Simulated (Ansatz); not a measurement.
## TiSi2 (Cmcm): Drude plasma energy along x against volume

The cell of TiSi2 (Cmcm) is scaled evenly and the response computed anew at each volume, on one mesh. The atoms keep their fractional positions. x, y and z are the Cartesian axes of the input cell.

Cell: a, b, c = 6.986, 6.986, 3.565 Å (primitive vectors), 6 atoms.

Method: Ansatz 0.2.0, PBE, independent particles, k-mesh 10×10×10 with interpolation inside its cells, Gaussian parameter 0.1 eV.

Launch of the response step: `ansatz run input.yaml --threads 4 --pin off --max-ram 8192MiB --backend cpu --events-out ev --progress --plain --runs-dir out`. The series took 26.5 min in all, on 4 threads of Arm Neoverse V1, on a shared host.

```tsv
V/V₀	V (Å³, primitive cell)	Drude plasma energy along x (eV)
0.94	79.97	?
0.96	81.67	3.750
0.98	83.37	3.696
1.00	85.07	3.645
1.02	86.77	3.595
1.04	88.47	3.548
1.06	90.18	3.503
```

For small changes the quantity should be close to linear in ln V.

Working, on the rows shown:

| x = ln(V/V₀) | y = Drude plasma energy along x |
| --- | --- |
| -0.040822 | 3.75 |
| -0.0202027 | 3.696 |
| 0 | 3.645 |
| 0.0198026 | 3.595 |
| 0.0392207 | 3.548 |
| 0.0582689 | 3.503 |

Means: x̄ = 0.0093779, ȳ = 3.6228. Σ(x − x̄)(y − ȳ) = -0.01714, Σ(x − x̄)² = 0.006873. Slope = -0.01714 / 0.006873 = -2.494; intercept = ȳ − slope · x̄ = 3.6462. The line misses the rows shown by at most 0.0021 eV.

Task: What does the fit predict for the withheld row, and how well does it do?

Result: At x = -0.061875 the line gives y = 3.8005 eV. The run gave 3.805 eV, so the extrapolation is off by 0.0045 eV, 1.5 % of the range in the table.

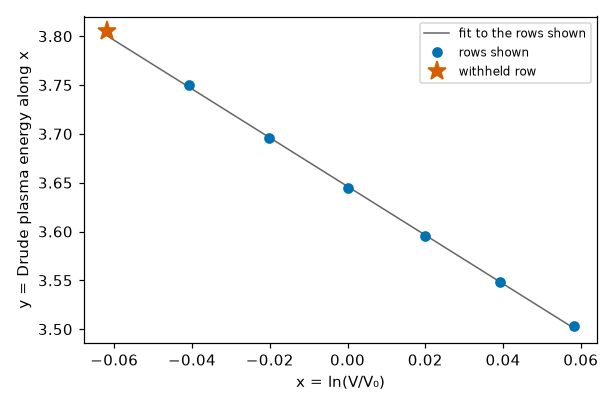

Between the rows on either side of x = 0 the slope is (3.595 − 3.696) / (0.019803 − (-0.020203)) = -2.525. So d ln ωp/d ln V = -0.69; free electrons would give −0.50. The values come from a sum over the points of one k-mesh and carry its error, which is largest for Fermi-surface quantities.

[Logs are printed without paths, hosts, clocks, repeated set-up lines and the standing remarks that a program may print on its own settings, such as how far it seeks lower states.]
